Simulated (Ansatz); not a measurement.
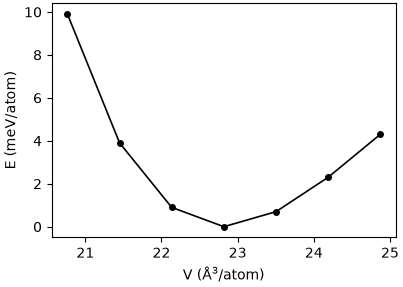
Figure. SiS₂ in space group Ibam (No. 72; S on 8j, Si on 4a) under volume change, plane-wave PAW LDA (Ansatz code), shape and atoms relaxed at each volume.

Q: What does a third-order Birch–Murnaghan fit give for V₀, B₀ and B′?

A: V₀ = 22.81 Å³/atom, B₀ = 11.6 GPa, B′ = 11.5.

Symmetry was held in the LDA relaxation. A crystal of weakly bound chains computed without a dispersion correction: the cell and the soft elastic constants depend strongly on that.

Potentials: the later of the program's two PAW sets.
